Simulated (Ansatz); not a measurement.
# H$_{10}$O$_{3}$Si$_{4}$···HF: what the fields show

Input

```
crystal:
  periodic: [false, false, false]
  atoms:
    - { symbol: Si, position_ang: [-0.276453, -0.302989, 0.340772] }
    - { symbol: H, position_ang: [0.153881, 0.106985, 1.677292] }
    - { symbol: O, position_ang: [0.958308, -0.865677, -0.525129] }
    - { symbol: Si, position_ang: [2.465997, -1.16194, -1.079086] }
    - { symbol: H, position_ang: [2.389923, -2.25603, -2.072301] }
    - { symbol: H, position_ang: [3.052534, 0.028252, -1.723298] }
    - { symbol: H, position_ang: [3.343043, -1.589719, 0.029322] }
    - { symbol: O, position_ang: [-1.019394, 0.938109, -0.37318] }
    - { symbol: Si, position_ang: [-2.203597, 1.609944, -1.273839] }
    - { symbol: H, position_ang: [-3.522515, 1.293084, -0.69453] }
    - { symbol: H, position_ang: [-2.015646, 3.06777, -1.289863] }
    - { symbol: H, position_ang: [-2.152988, 1.10076, -2.655517] }
    - { symbol: O, position_ang: [-1.364673, -1.489125, 0.538605] }
    - { symbol: Si, position_ang: [-2.039744, -2.953672, 0.773243] }
    - { symbol: H, position_ang: [-1.8811, -3.36015, 2.182119] }
    - { symbol: H, position_ang: [-3.474603, -2.882072, 0.448874] }
    - { symbol: H, position_ang: [-1.40633, -3.968293, -0.094592] }
    - { symbol: F, position_ang: [1.604836, 1.747412, 0.706331] }
    - { symbol: H, position_ang: [1.21012, 1.638851, 1.524778] }
basis:
  gaussian: { orbitals: "6-31G*" }
hamiltonian:
  xc: hf
relax:
  f_tol: 0.03
  max_steps: 50
output:
  orbitals: {}
```

Command:

```sh
ansatz run input.yaml --threads 4 --pin off --max-ram 5120MiB --backend cpu --events-out ev --progress --plain --runs-dir out
```

The fields are those of the relaxed geometry.

Method: RHF/6-31G* (Ansatz).

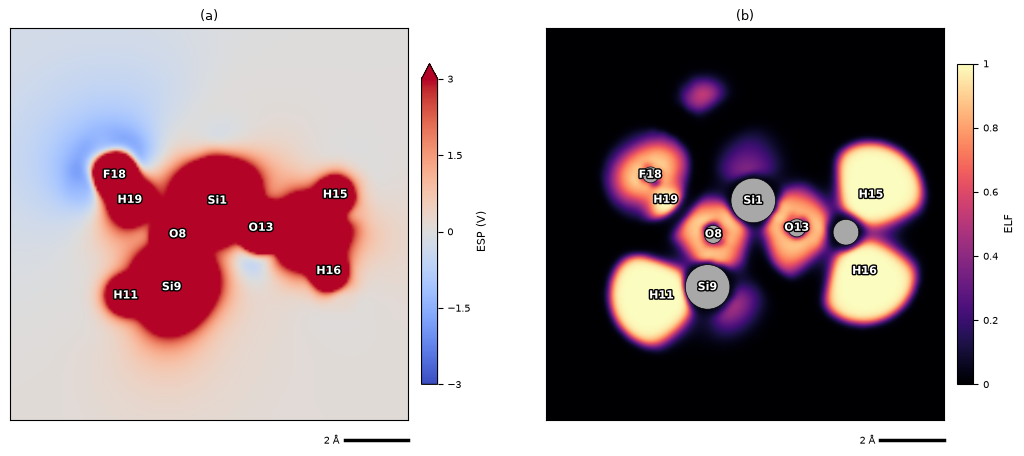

Figure 1. (a) molecular electrostatic potential; (b) ELF on the plane of atoms O8, Si9 and H11. Grey discs cover the atomic cores in the ELF map.

Question: Interpret the plot.

Answer:
- The section cuts through Si, O, H and F sites.
- O8···H19 (1.85 Å): the ELF dips to about 0.10 between them: a closed-shell contact with the geometry of a hydrogen bond.
- Si–O (1.62 Å): the ELF peaks at about 0.90 between the atoms, as expected for a shared but strongly polarised pair.
- F–H (0.92 Å): the ELF climbs to about 1 towards the hydrogen, as it does in any bond to H; a covalent bond by its length.
- Si–O (1.66 Å): the ELF peaks at about 0.85 between the atoms: a shared but strongly polarised pair.
- Si–H (1.47 Å): the ELF climbs to about 1 towards the hydrogen.
- The ELF also peaks beside O13 and F18, away from the bonds: lone-pair regions.
- Outside the dense part of the complex the potential is most negative (−1.8 V) near F18.

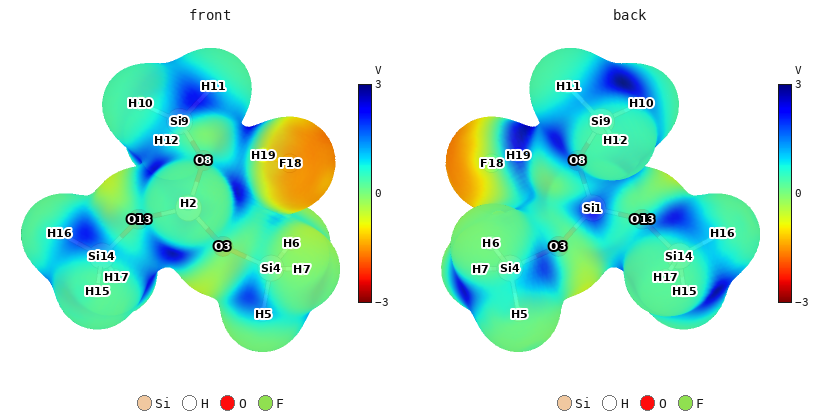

Figure 2. The electrostatic potential painted on the density surface at 0.004 e/bohr³, seen from the front and from behind; red is negative and blue positive.

Question: Which sites attract a positive test charge, and which a negative one?

Answer: A positive charge is drawn to the negative regions and a negative charge to the positive ones. The most negative region (about −1.6 V) lies over F18, the most positive (about +2.7 V) over Si1, Si9, Si14 and H19.

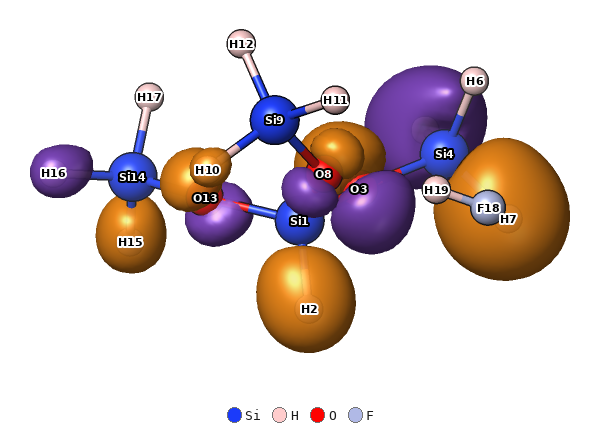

Figure 3. The HOMO at ±0.1 Å⁻³ᐟ² (orange and purple are the two phases), seen from one side.

Question: What is the character of this orbital?

Answer: It lies mainly on Si4 (about 20 %), H7 (about 20 %), O3 (about 15 %) and H5 (about 15 %). Its energy is −12.44 eV.
